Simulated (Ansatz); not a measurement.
**SiGe3: density, localisation and related maps**

Input

```
crystal:
  lattice:
    - [-0.0010272392, 5.6066493219, -5.6065210522]
    - [5.6056220827, 5.6056220827, 0.0]
    - [5.6063485853, -0.0007265026, -5.6062203156]
  atoms:
    - { symbol: Si, position: [0.4986374891, 0.0041799906, 0.4985657624] }
    - { symbol: Si, position: [0.4986374891, 0.498616758, 0.4985657624] }
    - { symbol: Si, position: [0.000125356, 6.2656e-05, 0.4997493319] }
    - { symbol: Ge, position: [0.0044683337, 0.4985814928, 0.4983686806] }
    - { symbol: Ge, position: [0.4998373573, -1.34422e-05, 0.000189527] }
    - { symbol: Ge, position: [0.4984529716, 0.4985264457, 0.004494137] }
    - { symbol: Ge, position: [7.68189e-05, -9.66956e-05, 0.0001472668] }
    - { symbol: Ge, position: [7.68189e-05, 0.49987261, 0.0001472668] }
    - { symbol: Si, position: [0.3777714875, 0.3721053653, 0.3780177819] }
    - { symbol: Ge, position: [0.3734394158, 0.8735153689, 0.3795298463] }
    - { symbol: Ge, position: [0.8719162452, 0.3719279265, 0.3781975816] }
    - { symbol: Ge, position: [0.8719162452, 0.8779582467, 0.3781975816] }
    - { symbol: Ge, position: [0.3766342785, 0.3764416554, 0.8703648069] }
    - { symbol: Ge, position: [0.3766342785, 0.8765592593, 0.8703648069] }
    - { symbol: Ge, position: [0.8749646437, 0.3751278227, 0.874779711] }
    - { symbol: Ge, position: [0.8764107711, 0.87663454, 0.8703201489] }
basis:
  ecutwfc: 420
kpoints:
  mp_grid: { grid: [6, 6, 6] }
  band_path: { path: [[0.0, 0.0, 0.0], [0.05, 0.0, 0.0]], npoints: 1 }
hamiltonian:
  xc: pbesol
scf:
  occupations: { method: gaussian, width: 0.01 }
  n_extra_bands: 11
output:
  forces: true
  stress: true
  eigenvalues: true
  write_density: true
  write_potential: true
  elf: true
  volumetric_format: npy
```

Launched as:

```sh
ansatz run input.yaml --threads 4 --pin off --max-ram 10240MiB --backend cpu --events-out ev --progress --plain --runs-dir out
```

Below, planes, directions and counts refer to the conventional cell (a = 13.73 Å, b = 7.93 Å, c = 7.93 Å, α = 90.00°, β = 125.27°, γ = 90.00°).

Space group Cm; a generated structure, not necessarily the stable one.

Computed with DFT PBEsol, scalar-relativistic, plane waves, PAW in Ansatz 0.2.0.

The density is the valence pseudo-density of a PAW calculation; it isn't the true density close to the nuclei.

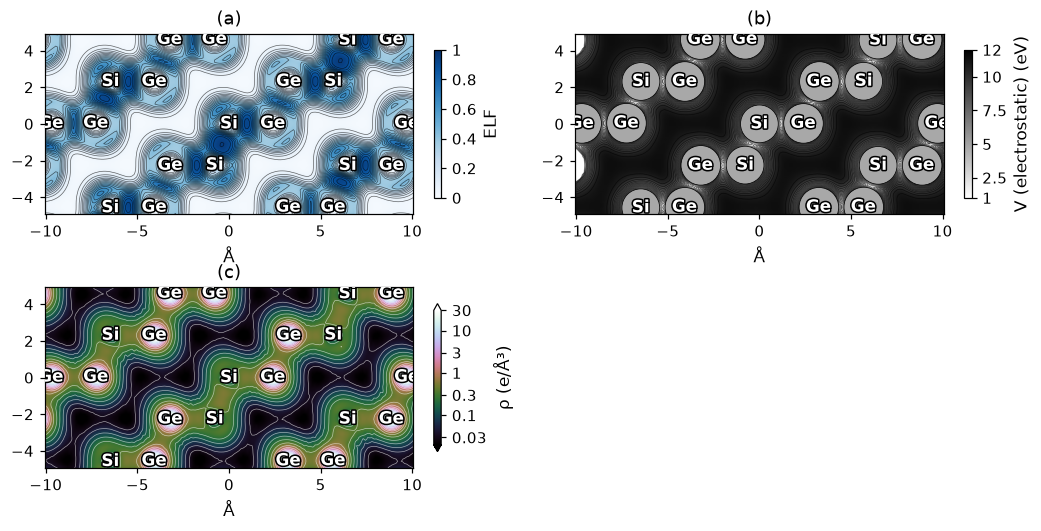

Figure 1. (a) electron localisation function; (b) electrostatic potential (local pseudopotential plus Hartree) felt by an electron; (c) valence electron density on the (111) plane of the conventional cell. Grey discs cover the atomic cores in the potential map.

Read the bonding off the picture.

- The section cuts through Si and Ge sites.
- Si–Si (2.38 Å): ρ at the midpoint is about 0.55 e/Å³; the ELF peaks at about 0.95 between the atoms, as expected for localised, covalent bonding.
- Si–Ge (2.40 Å): ρ at the midpoint is about 0.54 e/Å³; the ELF peaks at about 0.90 between the atoms (a shared electron pair).
- Ge–Ge (2.45 Å): ρ at the midpoint is about 0.51 e/Å³; the ELF peaks at about 0.75 between the atoms: localised, covalent bonding.
- Between the atoms the lowest density in this plane is 0.02 e/Å³.
- Outside the cores the potential energy rises away from the atoms and is highest about 2.4 Å from the nearest atoms; its zero is arbitrary.

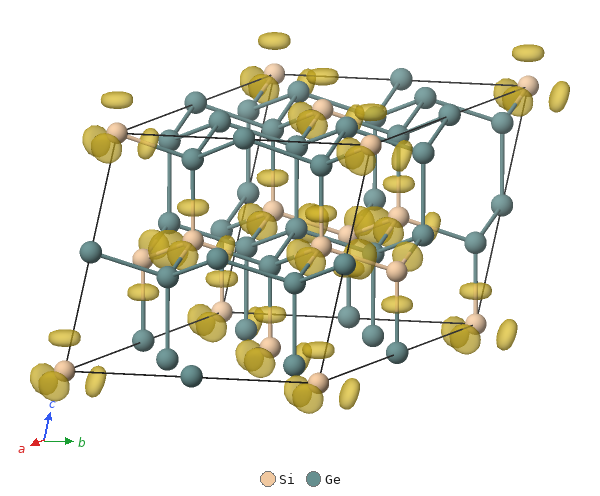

Figure 2. Isosurface of the ELF at 0.85 (yellow), seen slightly off an axis. Only the valence region is drawn (cores and ρ < 0.01 e/Å³ removed). Sticks mark near contacts.

What do the ELF domains correspond to?

The ELF exceeds this value in 24 regions between bonded Ge–Si atoms (shared pairs) and four regions between bonded Si–Si atoms (shared pairs), counted in one cell of 32 atoms. Any copies at cell faces, edges or corners count once.
